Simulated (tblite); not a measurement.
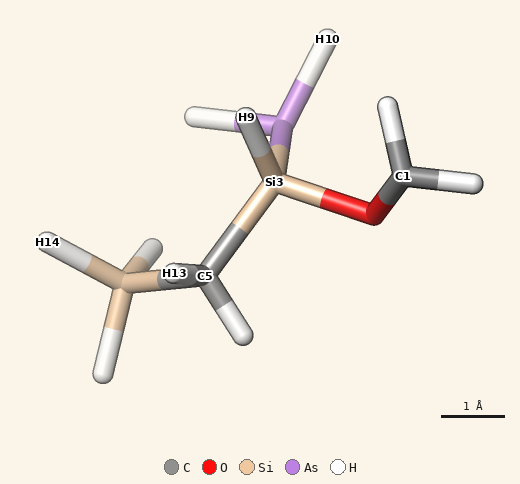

Fig. 1: The input geometry (stick view, seen at a tilt; atoms are numbered from 1 in the order of the input). Bond lengths as drawn: As–H 1.56 to 1.57 Å, As–Si 2.32 Å, C–H 1.11 to 1.13 Å, C–O 1.41 Å, C–Si 1.86 Å, H–Si 1.46 to 1.48 Å and O–Si 1.72 Å.

C₂H₁₀AsOSi₂: geometry relaxation (part 1 of 2)

System: C₂H₁₀AsOSi₂, multiplicity 2.
Method: GFN2-xTB geometry optimisation, gas phase (tblite 0.8.0).

It belongs to a series of runs on one base structure; here: H removed from sp3 C.

## The input
```
{"job": {"kind": "relax", "xc": "GFN2-xTB", "basis": "xTB"}, "charge": 0, "multiplicity": 2}
C      2.507500    -1.639300     1.104100
O      1.633400    -1.307700     0.049100
Si     0.565700    -0.038900     0.487800
As     0.875800     1.660300    -1.061700
C     -1.148600    -0.764000     0.461500
Si    -2.441600     0.365100    -0.252700
H      3.351100    -2.185400     0.628700
H      2.896900    -0.688200     1.565600
H      0.869400     0.420400     1.857500
H      2.239900     2.362700    -0.733400
H     -0.276200     2.712600    -1.054000
H     -1.167700    -1.728900    -0.113300
H     -1.411800    -1.045800     1.515100
H     -3.039800     1.131600     0.858000
H     -1.938000     1.254300    -1.301800
H     -3.523600    -0.499900    -0.754400
```

The first line tells a small driver script what to run in tblite; the rest is the geometry in Å.

Run on 1 CPU thread, shared host.

Run as:
```bash
OMP_NUM_THREADS=1 python <driver script> task.json out
```

## Log
```
step      E/eV     max force
  0    -521.77138    3.122
  1    -522.14297    1.866
  2    -522.51249    1.190
  3    -522.72710    1.248
  4    -522.96000    0.871
  5    -523.01037    0.689
  6    -523.05417    0.460
  7    -523.07619    0.495
  8    -523.09504    0.455
  9    -523.11786    0.440
 10    -523.13418    0.410
 11    -523.14857    0.409
 12    -523.16174    0.358
 13    -523.17566    0.479
 14    -523.19102    0.452
 15    -523.20323    0.285
 16    -523.20990    0.166
 17    -523.21292    0.137
 18    -523.21528    0.146
 19    -523.21753    0.128
 20    -523.21965    0.118
 21    -523.22224    0.153
 22    -523.22563    0.136
 23    -523.22950    0.170
 24    -523.23315    0.173
 25    -523.23641    0.141
 26    -523.23925    0.159
 27    -523.24193    0.145
 28    -523.24417    0.113
 29    -523.24616    0.119
 30    -523.24855    0.125
 31    -523.25154    0.135
 32    -523.25399    0.124
 33    -523.25545    0.097
 34    -523.25624    0.075
 35    -523.25699    0.078
 36    -523.25811    0.097
 37    -523.25959    0.105
 38    -523.26114    0.088
 39    -523.26241    0.091
 40    -523.26334    0.081
 41    -523.26406    0.065
 42    -523.26477    0.073
 43    -523.26569    0.082
 44    -523.26686    0.123
 45    -523.26828    0.105
 46    -523.26978    0.100
 47    -523.27125    0.104
 48    -523.27270    0.084
 49    -523.27431    0.124
 50    -523.27581    0.147
 51    -523.27737    0.132
 52    -523.27884    0.093
 53    -523.28054    0.115
 54    -523.28254    0.179
 55    -523.28542    0.226
 56    -523.28873    0.197
 57    -523.29167    0.155
 58    -523.29317    0.128
 59    -523.29458    0.139
 60    -523.29595    0.100
 61    -523.29771    0.100
 62    -523.30065    0.108
 63    -523.30248    0.093
 64    -523.30453    0.076
 65    -523.30563    0.070
 66    -523.30654    0.076
 67    -523.30760    0.112
 68    -523.30882    0.131
 69    -523.30922    0.139
 70    -523.31063    0.061
 71    -523.31098    0.048
 72    -523.31117    0.029
 73    -523.31127    0.030
 74    -523.31142    0.029
 75    -523.31154    0.041
 76    -523.31166    0.039
 77    -523.31178    0.028
 78    -523.31190    0.022
 79    -523.31201    0.025
 80    -523.31212    0.030
 81    -523.31223    0.034
 82    -523.31237    0.034
 83    -523.31252    0.029
 84    -523.31270    0.034
 85    -523.31293    0.040
 86    -523.31329    0.050
 87    -523.31382    0.058
 88    -523.31438    0.052
 89    -523.31475    0.039
 90    -523.31496    0.039
 91    -523.31515    0.046
 92    -523.31551    0.057
 93    -523.31616    0.071
 94    -523.31712    0.079
 95    -523.31809    0.064
 96    -523.31777    0.222
 97    -523.31892    0.070
 98    -523.31915    0.031
 99    -523.31934    0.055
100    -523.31955    0.065
101    -523.31981    0.032
102    -523.31990    0.037
103    -523.31996    0.016
104    -523.32000    0.020
105    -523.32008    0.028
106    -523.32013    0.016
107    -523.32016    0.011
108    -523.32018    0.012
109    -523.32021    0.013
110    -523.32024    0.016
111    -523.32030    0.017
112    -523.32036    0.015
113    -523.32041    0.014
114    -523.32045    0.013
115    -523.32049    0.016
116    -523.32055    0.020
117    -523.32064    0.021
118    -523.32077    0.021
119    -523.32089    0.025
120    -523.32099    0.023
121    -523.32104    0.017
122    -523.32107    0.024
123    -523.32109    0.015
124    -523.32113    0.019
125    -523.32121    0.032
126    -523.32127    0.029
127    -523.32133    0.015
128    -523.32136    0.011
129    -523.32139    0.009
```

## Trajectory as extended XYZ (Å, eV, eV/Å), 30 of the 130 frames kept, from step=0 to step=129
```
16
Properties=species:S:1:pos:R:3:forces:R:3 step=0 energy=-521.77138
C     2.5075   -1.6393    1.1041    1.1300   1.5450  -2.4660
O     1.6334   -1.3077    0.0491   -0.1670   0.8680   2.2820
Si    0.5657   -0.0389    0.4878    0.8710   0.2010  -0.1990
As    0.8758    1.6603   -1.0617    0.4690  -0.7010  -1.9180
C    -1.1486   -0.7640    0.4615   -0.2800  -1.6720   0.5290
Si   -2.4416    0.3651   -0.2527   -1.0750   0.1420   0.1130
H     3.3511   -2.1854    0.6287   -0.6840  -0.1770   0.6930
H     2.8969   -0.6882    1.5656   -0.5120  -1.2480   0.1490
H     0.8694    0.4204    1.8575   -0.0010  -0.1670   0.0840
H     2.2399    2.3627   -0.7334   -1.0330   0.1200   0.5040
H    -0.2762    2.7126   -1.0540    0.9220  -0.0230   0.9550
H    -1.1677   -1.7289   -0.1133    0.1370   0.7900   0.4770
H    -1.4118   -1.0458    1.5151    0.0880   0.1890  -0.9010
H    -3.0398    1.1316    0.8580    0.1440   0.0980  -0.1300
H    -1.9380    1.2543   -1.3018   -0.0800  -0.0860  -0.0740
H    -3.5236   -0.4999   -0.7544    0.0710   0.1210  -0.0980
16
Properties=species:S:1:pos:R:3:forces:R:3 step=4 energy=-522.96000
C     2.6488   -1.4935    0.9121    0.3530   0.2100   0.3790
O     1.5581   -1.2180    0.2012    0.1600  -0.4690  -0.4690
Si    0.5599    0.0449    0.4673   -0.3810   0.4200  -0.1650
As    0.9331    1.5706   -1.3250   -0.1590   0.3670   0.4540
C    -1.1549   -0.7874    0.4642   -0.1450   0.3070  -0.1090
Si   -2.5012    0.3516   -0.2313    0.1100  -0.0490  -0.0740
H     3.3349   -2.2696    0.6506   -0.2030  -0.0840  -0.3050
H     2.8907   -0.7664    1.6562    0.3650  -0.0290   0.3160
H     0.8668    0.4087    1.8681   -0.1010   0.2910  -0.0450
H     2.0719    2.3706   -0.6608   -0.4020  -0.2790  -0.0630
H    -0.1075    2.6803   -0.9094    0.6570  -0.5720   0.0180
H    -1.1473   -1.7178   -0.0980    0.1590   0.0140  -0.0760
H    -1.4222   -1.0556    1.4823    0.0080  -0.0500   0.0780
H    -3.0316    1.1631    0.8591   -0.0450   0.1240   0.0530
H    -1.9617    1.2267   -1.2978   -0.1610  -0.1540   0.0960
H    -3.5451   -0.4993   -0.7827   -0.2150  -0.0470  -0.0880
16
Properties=species:S:1:pos:R:3:forces:R:3 step=9 energy=-523.11786
C     2.7077   -1.4298    0.8867    0.1700   0.0170   0.0120
O     1.5761   -1.2108    0.2078    0.0290   0.1310   0.0410
Si    0.5532    0.0608    0.4432   -0.1310   0.0480   0.1270
As    0.9295    1.5590   -1.3242    0.1380  -0.3910  -0.1470
C    -1.1674   -0.7680    0.4583    0.0600   0.1510  -0.0650
Si   -2.5373    0.3403   -0.2302    0.0650  -0.0280   0.0010
H     3.2847   -2.2858    0.6147    0.0320  -0.0770  -0.0300
H     2.9515   -0.7987    1.7218    0.0370  -0.1020  -0.0490
H     0.8397    0.4697    1.8424   -0.0800   0.2030  -0.1250
H     1.9999    2.3306   -0.6387    0.2880  -0.0550   0.1410
H     0.0020    2.6051   -0.8564   -0.3380   0.1780   0.2010
H    -1.1121   -1.6934   -0.1074    0.0100  -0.0420  -0.1200
H    -1.4182   -1.0585    1.4754    0.0100  -0.0140   0.0520
H    -3.0355    1.1860    0.8566   -0.0590   0.0220  -0.0120
H    -1.9944    1.2024   -1.2948   -0.0910  -0.0280  -0.0390
H    -3.5868   -0.4998   -0.7990   -0.1380  -0.0130   0.0130
16
Properties=species:S:1:pos:R:3:forces:R:3 step=13 energy=-523.17566
C     2.7722   -1.3906    0.8574   -0.0270  -0.0580  -0.1540
O     1.6071   -1.1695    0.2329   -0.0350   0.0770   0.1190
Si    0.5428    0.0655    0.4509    0.1090   0.0850  -0.0290
As    0.9447    1.5030   -1.3212   -0.0650   0.4670   0.0850
C    -1.1685   -0.7523    0.4490   -0.0590  -0.1650   0.0070
Si   -2.5645    0.3295   -0.2318   -0.0590   0.0190  -0.0190
H     3.2540   -2.3056    0.5878    0.1530  -0.0890   0.0590
H     3.0043   -0.8457    1.7525    0.0100  -0.0390  -0.0090
H     0.7999    0.5715    1.8017   -0.0170   0.1750   0.1990
H     2.0263    2.2742   -0.6010    0.0770  -0.2200  -0.0500
H     0.0026    2.5721   -0.7940    0.0400  -0.2050  -0.1140
H    -1.0874   -1.6692   -0.1362   -0.0830   0.0140  -0.0050
H    -1.4094   -1.0595    1.4681   -0.0200  -0.0400  -0.0910
H    -3.0519    1.2006    0.8463   -0.0320  -0.0650  -0.0470
H    -2.0384    1.1823   -1.3079   -0.0410   0.0000  -0.0830
H    -3.6413   -0.4974   -0.7983    0.0490   0.0430   0.1320
16
Properties=species:S:1:pos:R:3:forces:R:3 step=18 energy=-523.21528
C     2.8081   -1.3846    0.8300    0.0130  -0.0110   0.0720
O     1.6191   -1.1367    0.2657   -0.0220  -0.0760   0.0190
Si    0.5470    0.0893    0.4627   -0.0530   0.0530   0.0280
As    0.9478    1.5318   -1.3179    0.0160  -0.0950  -0.0420
C    -1.1684   -0.7536    0.4378    0.0410   0.0570  -0.0290
Si   -2.5772    0.3268   -0.2365    0.0950   0.0100  -0.0150
H     3.2635   -2.3258    0.5825   -0.0370   0.0350  -0.0300
H     3.0392   -0.8858    1.7548    0.0600  -0.0140  -0.0190
H     0.7680    0.6656    1.8085   -0.0480  -0.0020  -0.0230
H     2.0713    2.2046   -0.5827    0.0030   0.0150  -0.0040
H    -0.0086    2.5395   -0.7701    0.0180   0.1390   0.0420
H    -1.0918   -1.6613   -0.1597   -0.0060   0.0000  -0.0200
H    -1.4119   -1.0741    1.4503   -0.0250  -0.0420  -0.0370
H    -3.0709    1.1967    0.8336   -0.0160   0.0030   0.0210
H    -2.0743    1.1695   -1.3348   -0.0250  -0.0230  -0.0330
H    -3.6686   -0.4928   -0.7681   -0.0120  -0.0490   0.0670
16
Properties=species:S:1:pos:R:3:forces:R:3 step=22 energy=-523.22563
C     2.8176   -1.3809    0.8314   -0.0460  -0.0410  -0.0240
O     1.6133   -1.1378    0.2983   -0.0600   0.0730   0.0920
Si    0.5490    0.1019    0.4710   -0.0340  -0.0630  -0.0080
As    0.9470    1.5266   -1.3245   -0.0410   0.0720   0.1080
C    -1.1584   -0.7460    0.4265   -0.0840  -0.0840  -0.0020
Si   -2.5709    0.3290   -0.2403   -0.1080  -0.0010   0.0140
H     3.2519   -2.3235    0.5675    0.0630  -0.1000  -0.0650
H     3.0807   -0.9072    1.7574    0.0060   0.0980   0.0520
H     0.7356    0.7077    1.8065   -0.0130  -0.0150   0.0010
H     2.0800    2.1769   -0.5793    0.0280   0.0070  -0.0630
H     0.0155    2.5615   -0.7490    0.0800   0.0030  -0.0500
H    -1.0910   -1.6514   -0.1762    0.0700   0.0320  -0.0870
H    -1.4211   -1.0937    1.4254    0.0270   0.0390   0.0210
H    -3.0803    1.1945    0.8311    0.0530   0.0010  -0.0260
H    -2.0981    1.1565   -1.3613   -0.0020  -0.0080  -0.0190
H    -3.6784   -0.5052   -0.7284    0.0620  -0.0120   0.0550
16
Properties=species:S:1:pos:R:3:forces:R:3 step=27 energy=-523.24193
C     2.8096   -1.4027    0.8518    0.0090   0.0170   0.0180
O     1.5893   -1.1376    0.3714    0.0000  -0.0450   0.0030
Si    0.5321    0.1069    0.4887   -0.0290   0.0760   0.0410
As    0.9347    1.5371   -1.3065    0.0520  -0.0440  -0.0400
C    -1.1651   -0.7521    0.4050    0.0360   0.0340  -0.0130
Si   -2.5761    0.3331   -0.2452    0.0360  -0.0490  -0.0010
H     3.2503   -2.3297    0.5307   -0.0390   0.0690   0.0310
H     3.1338   -0.9062    1.7502   -0.0020  -0.0220  -0.0700
H     0.6853    0.7471    1.8114   -0.0140  -0.0240   0.0330
H     2.1093    2.1518   -0.6024    0.0480   0.0040  -0.0240
H     0.0672    2.6194   -0.7389   -0.0180   0.0190   0.0450
H    -1.0716   -1.6333   -0.2297   -0.0030   0.0090  -0.0020
H    -1.4297   -1.1164    1.3971    0.0040  -0.0420  -0.0310
H    -3.0726    1.1974    0.8260    0.0540   0.1000   0.0220
H    -2.1302    1.1334   -1.4014   -0.0270  -0.0360   0.0590
H    -3.6741   -0.5392   -0.6522   -0.1070  -0.0670  -0.0710
16
Properties=species:S:1:pos:R:3:forces:R:3 step=31 energy=-523.25154
C     2.8151   -1.3988    0.8529   -0.0570   0.0490  -0.0420
O     1.5720   -1.1290    0.4446   -0.1230   0.0310  -0.0460
Si    0.5201    0.1271    0.5114    0.0460  -0.0140  -0.0250
As    0.9404    1.5347   -1.3040   -0.0030   0.0340   0.0720
C    -1.1641   -0.7496    0.3841    0.0030  -0.0030   0.0120
Si   -2.5979    0.3166   -0.2441   -0.0750  -0.0210   0.0510
H     3.2318   -2.3231    0.5052    0.0120  -0.0560  -0.0240
H     3.1877   -0.9216    1.7369    0.0450   0.0930   0.0790
H     0.6335    0.7943    1.8223   -0.0050  -0.0210   0.0550
H     2.1446    2.1170   -0.6203    0.0530  -0.0160  -0.0340
H     0.1194    2.6462   -0.7051    0.0060  -0.0500  -0.0280
H    -1.0488   -1.6091   -0.2778   -0.0070   0.0110   0.0270
H    -1.4320   -1.1477    1.3626    0.0190  -0.0560  -0.0370
H    -3.0477    1.2303    0.8188    0.0560  -0.0480  -0.0810
H    -2.1739    1.0988   -1.4179   -0.0170  -0.0220   0.0060
H    -3.7076   -0.5773   -0.6136    0.0480   0.0900   0.0150
16
Properties=species:S:1:pos:R:3:forces:R:3 step=36 energy=-523.25811
C     2.7964   -1.3965    0.8578    0.0060   0.0290  -0.0100
O     1.5469   -1.1354    0.4593    0.0500  -0.0100   0.0020
Si    0.5140    0.1344    0.5215   -0.0280   0.0140   0.0580
As    0.9447    1.5396   -1.2932    0.0280  -0.0300   0.0040
C    -1.1650   -0.7521    0.3799    0.0320  -0.0340   0.0170
Si   -2.6049    0.3069   -0.2378    0.0880   0.0000  -0.0400
H     3.2235   -2.3154    0.4997   -0.0360   0.0400   0.0280
H     3.1937   -0.8948    1.7228   -0.0410   0.0150  -0.0600
H     0.6210    0.7803    1.8492   -0.0080  -0.0260  -0.0270
H     2.1738    2.1166   -0.6441   -0.0160  -0.0240   0.0010
H     0.1345    2.6586   -0.7058    0.0110  -0.0030   0.0180
H    -1.0413   -1.6022   -0.2916    0.0080   0.0060  -0.0180
H    -1.4269   -1.1748    1.3491    0.0030  -0.0190   0.0020
H    -3.0192    1.2406    0.8078   -0.0330   0.0380   0.0660
H    -2.1867    1.0810   -1.4162    0.0060  -0.0010  -0.0480
H    -3.7121   -0.5779   -0.6024   -0.0690   0.0050   0.0080
16
Properties=species:S:1:pos:R:3:forces:R:3 step=40 energy=-523.26334
C     2.7946   -1.3739    0.8484   -0.0220   0.0160  -0.0390
O     1.5298   -1.1291    0.4970   -0.0270   0.0280  -0.0090
Si    0.5012    0.1439    0.5471    0.0060  -0.0030  -0.0230
As    0.9552    1.5288   -1.2833   -0.0230  -0.0160   0.0660
C    -1.1624   -0.7627    0.3737    0.0000   0.0050  -0.0270
Si   -2.6022    0.3008   -0.2390   -0.0470   0.0100   0.0280
H     3.1940   -2.3031    0.4896    0.0640  -0.0090   0.0480
H     3.2106   -0.8670    1.6996    0.0140   0.0180  -0.0180
H     0.5857    0.7916    1.8736   -0.0020  -0.0130  -0.0150
H     2.2068    2.0864   -0.6604   -0.0240  -0.0400   0.0210
H     0.1767    2.6656   -0.6828    0.0180  -0.0030  -0.0190
H    -1.0205   -1.5860   -0.3272    0.0060  -0.0120  -0.0070
H    -1.4208   -1.2226    1.3272   -0.0280   0.0170  -0.0290
H    -2.9999    1.2537    0.8028    0.0180  -0.0020   0.0030
H    -2.2162    1.0497   -1.4459    0.0380  -0.0120  -0.0030
H    -3.7402   -0.5672   -0.5642    0.0070   0.0160   0.0210
16
Properties=species:S:1:pos:R:3:forces:R:3 step=44 energy=-523.26686
C     2.7899   -1.3573    0.8337    0.0470   0.0130   0.0290
O     1.5170   -1.1255    0.5026    0.0750  -0.0930  -0.0280
Si    0.4918    0.1468    0.5554   -0.0330  -0.0490   0.0270
As    0.9546    1.5171   -1.2668   -0.0080   0.0070  -0.0960
C    -1.1632   -0.7687    0.3652   -0.0470   0.0060  -0.0160
Si   -2.6034    0.3025   -0.2358    0.0230   0.0050  -0.0380
H     3.1976   -2.2962    0.5054   -0.0290   0.0270   0.0100
H     3.2106   -0.8394    1.6771    0.0080   0.0380  -0.0220
H     0.5745    0.7815    1.8850   -0.0090   0.0160   0.0270
H     2.2140    2.0646   -0.6600    0.0150  -0.0300   0.0500
H     0.1969    2.6687   -0.6800   -0.0190   0.0400   0.0120
H    -1.0108   -1.5848   -0.3428   -0.0180   0.0180  -0.0020
H    -1.4256   -1.2400    1.3120   -0.0190   0.0160  -0.0230
H    -2.9857    1.2601    0.8064    0.0270   0.0180   0.0020
H    -2.2131    1.0325   -1.4576    0.0090  -0.0210   0.0600
H    -3.7527   -0.5530   -0.5437   -0.0210  -0.0130   0.0090
16
Properties=species:S:1:pos:R:3:forces:R:3 step=49 energy=-523.27431
C     2.7923   -1.3142    0.8096    0.0170  -0.0240   0.0220
O     1.5030   -1.1426    0.5070   -0.0400   0.0660   0.0430
Si    0.4691    0.1293    0.5812    0.0600   0.0310  -0.1040
As    0.9529    1.4993   -1.2516    0.0060  -0.0100   0.0460
C    -1.1764   -0.7839    0.3428    0.0200  -0.0010   0.0340
Si   -2.6074    0.3046   -0.2340   -0.0270  -0.0130   0.0410
H     3.1982   -2.2721    0.5454    0.0460  -0.0280  -0.0120
H     3.2177   -0.7451    1.6162    0.0190   0.0630  -0.0010
H     0.5426    0.7571    1.9194   -0.0030  -0.0390  -0.0480
H     2.2351    1.9951   -0.6429   -0.0110  -0.0190   0.0200
H     0.2402    2.6879   -0.6719    0.0050  -0.0160   0.0150
H    -0.9999   -1.5746   -0.3857   -0.0680  -0.0250  -0.0380
H    -1.4489   -1.2815    1.2693   -0.0380  -0.0570   0.0630
H    -2.9337    1.2834    0.8105    0.0280   0.0070  -0.0390
H    -2.2013    0.9886   -1.4687   -0.0180   0.0620  -0.0360
H    -3.7911   -0.5222   -0.4907    0.0050   0.0020  -0.0050
16
Properties=species:S:1:pos:R:3:forces:R:3 step=53 energy=-523.28054
C     2.7979   -1.2979    0.8075   -0.0280  -0.0040   0.0160
O     1.5051   -1.1497    0.5018    0.0380  -0.0290   0.0100
Si    0.4660    0.1154    0.5706   -0.1040  -0.0410   0.0260
As    0.9525    1.4938   -1.2432   -0.0010  -0.0040  -0.0430
C    -1.1840   -0.7984    0.3430   -0.0600  -0.0180  -0.0210
Si   -2.6072    0.3056   -0.2300    0.0420   0.0320  -0.0360
H     3.2163   -2.2616    0.5754    0.0180   0.0850   0.0430
H     3.2143   -0.6714    1.5775    0.0570  -0.0340  -0.0440
H     0.5371    0.7200    1.9195   -0.0030  -0.0010  -0.0460
H     2.2353    1.9570   -0.6183    0.0220   0.0280   0.0200
H     0.2489    2.6922   -0.6717    0.0220  -0.0330   0.0410
H    -1.0237   -1.5774   -0.4048   -0.0390  -0.0160   0.0580
H    -1.4724   -1.3040    1.2645    0.0700  -0.0080  -0.0440
H    -2.8990    1.2993    0.8081   -0.0040   0.0220  -0.0090
H    -2.1876    0.9891   -1.4683   -0.0640  -0.0030   0.0360
H    -3.8072   -0.5032   -0.4753    0.0360   0.0270  -0.0060
16
Properties=species:S:1:pos:R:3:forces:R:3 step=58 energy=-523.29317
C     2.8087   -1.2180    0.7914    0.0070   0.0130   0.0300
O     1.4941   -1.1570    0.5632    0.0360  -0.0460   0.0500
Si    0.4073    0.0715    0.5776    0.0900  -0.0120  -0.0230
As    0.9639    1.4612   -1.2143    0.0910  -0.0050   0.0650
C    -1.2280   -0.8489    0.3072    0.0420  -0.0250  -0.0540
Si   -2.6158    0.3170   -0.2234   -0.0470   0.0110   0.0610
H     3.2510   -2.1878    0.6604    0.0340   0.0070  -0.0130
H     3.2809   -0.4825    1.4238   -0.1040  -0.0140  -0.0730
H     0.4560    0.6749    1.9232   -0.0510   0.0490   0.0230
H     2.2779    1.8055   -0.5583   -0.0610   0.0060  -0.0550
H     0.3567    2.6937   -0.6089   -0.0070  -0.0260   0.0340
H    -1.0721   -1.5760   -0.4887   -0.0080  -0.0700  -0.0230
H    -1.5044   -1.4225    1.1898   -0.0060   0.0780   0.0040
H    -2.7863    1.3696    0.7854   -0.0190  -0.0150  -0.0100
H    -2.2283    0.9417   -1.4988   -0.0430   0.0030  -0.0020
H    -3.8691   -0.4333   -0.3735    0.0470   0.0450  -0.0130
```
